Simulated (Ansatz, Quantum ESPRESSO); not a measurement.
# CsNa (Pm-3m): zone-centre phonons, part 2 of 3

Wanted: the vibrations of CsNa (Pm-3m) at Γ, by two programs.

Quantum ESPRESSO 7.5; DFT LDA, scalar-relativistic, plane waves, JTH PAW pseudopotentials.

So far. Step 2 (A first look): No gap opens on this mesh, so smearing is kept; the start stands at 1.2 GPa. Step 4 (Ground state): The cell stands at -0.054 GPa, close enough for phonons. The relaxed cell has a = 4.806 Å (conventional setting).

The structure was built from a prototype and need not be the compound's stable phase.

## Step 5: Zone-centre response

At q = 0 one unit cell holds all displacements; symmetry groups them into irreducible representations that are solved one by one. With smeared occupations no response to a homogeneous field can be asked.

Contents of ph.in:

```
phonons
&inputph
   prefix = 'x'
   outdir = './tmp'
   fildyn = 'g.dyn'
   tr2_ph = 1.0d-18
   alpha_mix(1) = 0.4
   nmix_ph = 8
/
0.000000000000 0.000000000000 0.000000000000
```

On the command line:

```console
> OMP_NUM_THREADS=1 mpirun -n 4 ph.x -nk 4 -in ph.in > ph.out
```

What it wrote:

```text
[banners, grids, parts of the stress and lines that vanish by symmetry left out]
[banner, memory and clock lines left out]
Program PHONON v.7.5

     ./tmp/x.save/

     file Cs.upf: wavefunction(s)  6S 0P 5D 0D renormalized
     file Na.upf: wavefunction(s)  2S 3S 2P 3P renormalized

     IMPORTANT: XC functional enforced from input :
     Exchange-correlation= PW
                           (   1   4   0   0   0   0   0)
     Any further DFT definition will be discarded
     Please, verify this is what you really want

     G-vector sticks info

     Check: negative core charge=   -0.000014
     Reading collected, re-writing distributed wavefunctions in ./tmp/

     Number and degeneracy of irreps per q-point
       N         xq(1)         xq(2)         xq(3)   N irreps
       1   0.000000000   0.000000000   0.000000000       2
        3   3

     Calculation of q =    0.0000000   0.0000000   0.0000000

     phonons

     bravais-lattice index     =            1
     lattice parameter (alat)  =       9.0816  a.u.
     unit-cell volume          =     749.0001 (a.u.)^3
     number of atoms/cell      =            2
     number of atomic types    =            2
     kinetic-energy cut-off    =      50.0000  Ry
     charge density cut-off    =     250.0000  Ry
     convergence threshold     =      1.0E-18
     beta                      =       0.4000
     number of iterations used =            8
     Exchange-correlation= PW
                           (   1   4   0   0   0   0   0)

     celldm(1)=    9.08156  celldm(2)=    0.00000  celldm(3)=    0.00000
     celldm(4)=    0.00000  celldm(5)=    0.00000  celldm(6)=    0.00000

     crystal axes: (cart. coord. in units of alat)
               a(1) = (  1.0000  0.0000  0.0000 )
               a(2) = (  0.0000  1.0000  0.0000 )
               a(3) = (  0.0000  0.0000  1.0000 )

     reciprocal axes: (cart. coord. in units 2 pi/alat)
               b(1) = (  1.0000  0.0000  0.0000 )
               b(2) = (  0.0000  1.0000  0.0000 )
               b(3) = (  0.0000  0.0000  1.0000 )

     Atoms inside the unit cell:

     Cartesian axes

     site n.  atom      mass           positions (alat units)
        1  Cs    132.9055   tau(    1) = (    0.00000    0.00000    0.00000  )
        2  Na     22.9898   tau(    2) = (    0.50000    0.50000    0.50000  )

     Computing dynamical matrix for
                    q = (   0.0000000   0.0000000   0.0000000 )

     49 Sym.Ops. (with q -> -q+G )

     G cutoff =  522.2777  (  50061 G-vectors)     FFT grid: ( 45, 45, 45)
     G cutoff =  417.8222  (  35729 G-vectors)  smooth grid: ( 45, 45, 45)

     number of k points=    35  Marzari-Vanderbilt smearing, width (Ry)=  0.0200
                       cart. coord. in units 2pi/alat
        k(    1) = (   0.0000000   0.0000000   0.0000000), wk =   0.0039062
        k(    2) = (   0.0000000   0.0000000   0.1250000), wk =   0.0234375
        k(    3) = (   0.0000000   0.0000000   0.2500000), wk =   0.0234375
        [... further k-points left out ...]

     PseudoPot. # 1 for Cs read from file:
     ./pseudo/Cs.upf
     Pseudo is Projector augmented-wave + core cor, Zval =  9.0
     Shape of augmentation charge: SINC**2
     Using radial grid of 1098 points,  6 beta functions with:
                l(1) =   0
                l(2) =   0
                l(3) =   1
                l(4) =   1
                l(5) =   2
                l(6) =   2
     Q(r) pseudized with 0 coefficients

     PseudoPot. # 2 for Na read from file:
     ./pseudo/Na.upf
     Pseudo is Projector augmented-wave + core cor, Zval =  9.0
     Shape of augmentation charge: SINC**2
     Using radial grid of  969 points,  4 beta functions with:
                l(1) =   0
                l(2) =   0
                l(3) =   1
                l(4) =   1
     Q(r) pseudized with 0 coefficients

     Mode symmetry, O_h (m-3m)  point group:

     Atomic displacements:
     There are    2 irreducible representations

     Representation     1      3 modes -  To be done

     Representation     2      3 modes -  To be done

     Alpha used in Ewald sum =   2.5000

     Representation #   1 modes #   1   2   3

     Self-consistent Calculation
      iter #   1   av.it.:   4.9
      thresh= 1.000E-02 alpha_mix =  0.400 |ddv_scf|^2 =  5.155E-07
      iter #   2   av.it.:   9.3
      thresh= 7.180E-05 alpha_mix =  0.400 |ddv_scf|^2 =  8.242E-08
      iter #   3   av.it.:   9.5
      thresh= 2.871E-05 alpha_mix =  0.400 |ddv_scf|^2 =  3.939E-09
      iter #   4   av.it.:  10.2
      thresh= 6.276E-06 alpha_mix =  0.400 |ddv_scf|^2 =  1.603E-10
      iter #   5   av.it.:  10.5
      thresh= 1.266E-06 alpha_mix =  0.400 |ddv_scf|^2 =  1.278E-12
      iter #   6   av.it.:   9.7
      thresh= 1.130E-07 alpha_mix =  0.400 |ddv_scf|^2 =  2.638E-13
      iter #   7   av.it.:  10.4
      thresh= 5.136E-08 alpha_mix =  0.400 |ddv_scf|^2 =  2.634E-15
      iter #   8   av.it.:   9.9
      thresh= 5.132E-09 alpha_mix =  0.400 |ddv_scf|^2 =  5.730E-18
      iter #   9   av.it.:   9.7
      thresh= 2.394E-10 alpha_mix =  0.400 |ddv_scf|^2 =  1.212E-18
      iter #  10   av.it.:  10.1
      thresh= 1.101E-10 alpha_mix =  0.400 |ddv_scf|^2 =  5.831E-21

     End of self-consistent calculation

     Convergence has been achieved

     Representation #   2 modes #   4   5   6

     Self-consistent Calculation
      iter #   1   av.it.:   4.3
      thresh= 1.000E-02 alpha_mix =  0.400 |ddv_scf|^2 =  1.432E-07
      iter #   2   av.it.:   9.0
      thresh= 3.784E-05 alpha_mix =  0.400 |ddv_scf|^2 =  7.852E-09
      iter #   3   av.it.:   9.1
      thresh= 8.861E-06 alpha_mix =  0.400 |ddv_scf|^2 =  5.270E-10
      iter #   4   av.it.:  10.2
      thresh= 2.296E-06 alpha_mix =  0.400 |ddv_scf|^2 =  1.035E-11
      iter #   5   av.it.:   9.6
      thresh= 3.218E-07 alpha_mix =  0.400 |ddv_scf|^2 =  4.445E-13
      iter #   6   av.it.:   9.5
      thresh= 6.667E-08 alpha_mix =  0.400 |ddv_scf|^2 =  2.174E-14
      iter #   7   av.it.:  10.6
      thresh= 1.474E-08 alpha_mix =  0.400 |ddv_scf|^2 =  1.815E-16
      iter #   8   av.it.:  10.4
      thresh= 1.347E-09 alpha_mix =  0.400 |ddv_scf|^2 =  5.148E-18
      iter #   9   av.it.:  10.4
      thresh= 2.269E-10 alpha_mix =  0.400 |ddv_scf|^2 =  1.638E-19

     End of self-consistent calculation

     Convergence has been achieved

     Number of q in the star =    1
     List of q in the star:
          1   0.000000000   0.000000000   0.000000000

     Diagonalizing the dynamical matrix

     q = (    0.000000000   0.000000000   0.000000000 )

 **************************************************************************
     freq (    1) =      -0.103740 [THz] =      -3.460395 [cm-1]
     freq (    2) =      -0.103740 [THz] =      -3.460395 [cm-1]
     freq (    3) =      -0.103740 [THz] =      -3.460395 [cm-1]
     freq (    4) =       2.820679 [THz] =      94.087733 [cm-1]
     freq (    5) =       2.820679 [THz] =      94.087733 [cm-1]
     freq (    6) =       2.820679 [THz] =      94.087733 [cm-1]
 **************************************************************************

     Mode symmetry, O_h (m-3m)  point group:

     freq (   1-   3) =         -3.5  [cm-1]   --> T_1u G_15  G_4- I
     freq (   4-   6) =         94.1  [cm-1]   --> T_1u G_15  G_4- I
```

The job ended after 2 min (4 MPI ranks of Arm Neoverse V2, shared host).

Numbers from this step:

| Item | Value |
| --- | --- |
| largest acoustic frequency at the zone centre before the sum rule | -3.46 cm⁻¹ |
| highest optical zone-centre mode (no LO-TO term) | 94.09 cm⁻¹ |
| lowest optical zone-centre mode | 94.09 cm⁻¹ |

The acoustic modes at Γ come out as far as 3.5 cm⁻¹ from zero, where they should vanish, a small numerical error.

## Step 6: Zone-centre analysis

A rigid shift of the crystal must cost nothing, but grids and finite bases break this; the acoustic sum rule is imposed before the matrix is diagonalised again.

Contents of dynmat.in:

```
&input
   fildyn = 'g.dyn'
   asr = 'simple'
   fileig = 'dynmat.eig'
/
```

On the command line:

```console
> dynmat.x -in dynmat.in > dynmat.out
```

What it wrote:

```text
[banner, memory and clock lines left out]
Program DYNMAT v.7.5

     Reading Dynamical Matrix from file g.dyn
     ...Force constants read
     ...epsilon and Z* not read (not found on file)
     A direction for q was not specified:TO-LO splitting will be absent

     Polarizability (A^3 units)
     multiply by 1.000000 for Clausius-Mossotti correction
         0.000000    0.000000    0.000000
         0.000000    0.000000    0.000000
         0.000000    0.000000    0.000000

     IR activities are in (D/A)^2/amu units

# mode   [cm-1]    [THz]      IR
    1      0.00    0.0000    0.0000
    2      0.00    0.0000    0.0000
    3      0.00    0.0000    0.0000
    4     92.06    2.7599    0.0000
    5     92.06    2.7599    0.0000
    6     92.06    2.7599    0.0000
```

Elapsed: 0.47 s, on 1 thread.

Numbers from this step:

- highest optical zone-centre mode (no LO-TO term): 92.06 cm⁻¹
- lowest optical zone-centre mode: 92.06 cm⁻¹

Unit eigenvectors of the mass-weighted matrix after the sum rule; no LO-TO term. The modes at Γ (shares of kinetic energy by element, %):

| mode | frequency (cm⁻¹) | symmetry | Cs % | Na % |
| --- | --- | --- | --- | --- |
| 1 | 0.0 | acoustic | 85 | 15 |
| 2 | 0.0 | acoustic | 85 | 15 |
| 3 | 0.0 | acoustic | 85 | 15 |
| 4 | 92.1 | T1u | 15 | 85 |
| 5 | 92.1 | T1u | 15 | 85 |
| 6 | 92.1 | T1u | 15 | 85 |

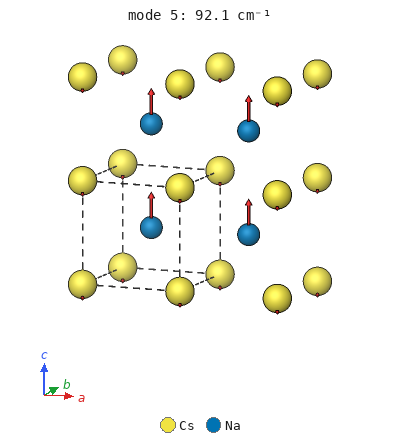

Displacement patterns of mode 5 at Γ; arrows are exaggerated. 2×1×2 cells are drawn. Some periodic images of atoms are drawn too.

The rule also moves an optical mode by 2.0 cm⁻¹.

## Step 7: Sum rules set otherwise: a sum rule for molecules or wires on a crystal

This rule also removes rotations, which suits molecules and not a crystal; it is tried to see the harm.

Contents of dynmat.in:

```
&input
   fildyn = 'g.dyn'
   asr = 'zero-dim'
   fileig = 'dynmat.eig'
/
```

On the command line:

```console
> dynmat.x -in dynmat.in > dynmat.out
```

What it wrote:

```text
[banner, memory and clock lines left out]
Program DYNMAT v.7.5

     Reading Dynamical Matrix from file g.dyn
     ...Force constants read
     ...epsilon and Z* not read (not found on file)
     Acoustic Sum Rule: || Z*(ASR) - Z*(orig)|| =    0.000000E+00
     Acoustic Sum Rule: ||dyn(ASR) - dyn(orig)||=    3.555208E-02
     A direction for q was not specified:TO-LO splitting will be absent

     Polarizability (A^3 units)
     multiply by 1.000000 for Clausius-Mossotti correction
         0.000000    0.000000    0.000000
         0.000000    0.000000    0.000000
         0.000000    0.000000    0.000000

     IR activities are in (D/A)^2/amu units

# mode   [cm-1]    [THz]      IR
    1     -0.00   -0.0000    0.0000
    2     -0.00   -0.0000    0.0000
    3      0.00    0.0000    0.0000
    4      0.00    0.0000    0.0000
    5      0.00    0.0000    0.0000
    6     91.97    2.7573    0.0000
```

Elapsed: 0.47 s, on 1 thread.

The program raised no error, yet the settings are not those of a careful run.

The fault: a sum rule for molecules or wires on a crystal; 2 optical modes are projected out to zero frequency, as if they were rotations.

For a crystal the rule has to be 'simple' or 'crystal'.

Zone-centre frequencies as printed; negative means imaginary. Modes:

| mode | frequency (cm⁻¹) |
| --- | --- |
| 1 | 0 |
| 2 | 0 |
| 3 | 0 |
| 4 | 0 |
| 5 | 0 |
| 6 | 91.97 |

## Step 8: Sum rules set otherwise (asr no)

Without the rule the raw error of the acoustic modes shows.

Contents of dynmat.in:

```
&input
   fildyn = 'g.dyn'
   asr = 'no'
   fileig = 'dynmat.eig'
/
```

On the command line:

```console
> dynmat.x -in dynmat.in > dynmat.out
```

What it wrote:

```text
[banner, memory and clock lines left out]
Program DYNMAT v.7.5

     Reading Dynamical Matrix from file g.dyn
     ...Force constants read
     ...epsilon and Z* not read (not found on file)
     A direction for q was not specified:TO-LO splitting will be absent

     Polarizability (A^3 units)
     multiply by 1.000000 for Clausius-Mossotti correction
         0.000000    0.000000    0.000000
         0.000000    0.000000    0.000000
         0.000000    0.000000    0.000000

     IR activities are in (D/A)^2/amu units

# mode   [cm-1]    [THz]      IR
    1     -3.46   -0.1037    0.0000
    2     -3.46   -0.1037    0.0000
    3     -3.46   -0.1037    0.0000
    4     94.09    2.8207    0.0000
    5     94.09    2.8207    0.0000
    6     94.09    2.8207    0.0000
```

Wall time 0.46 s (1 thread).

This step gave:

| Item | Value |
| --- | --- |
| highest optical zone-centre mode (no LO-TO term) | 94.09 cm⁻¹ |
| lowest optical zone-centre mode | 94.09 cm⁻¹ |

Zone-centre frequencies as printed; negative means imaginary. Modes:

| mode | frequency (cm⁻¹) |
| --- | --- |
| 1 | -3.46 |
| 2 | -3.46 |
| 3 | -3.46 |
| 4 | 94.09 |
| 5 | 94.09 |
| 6 | 94.09 |

Against the first rule no mode moves by more than 3.5 cm⁻¹.

(Part 2 of 3 ends here.)

[Host names and launcher messages were left out of these logs when they were recorded.]

[Logs are printed without paths, hosts, clocks, repeated set-up lines and the standing remarks that a program may print on its own settings, such as how far it seeks lower states.]

[Hosts, paths, dates, database ids (printed as entryN), source tags and the programs' standing remarks are cut or masked in the printed files.]
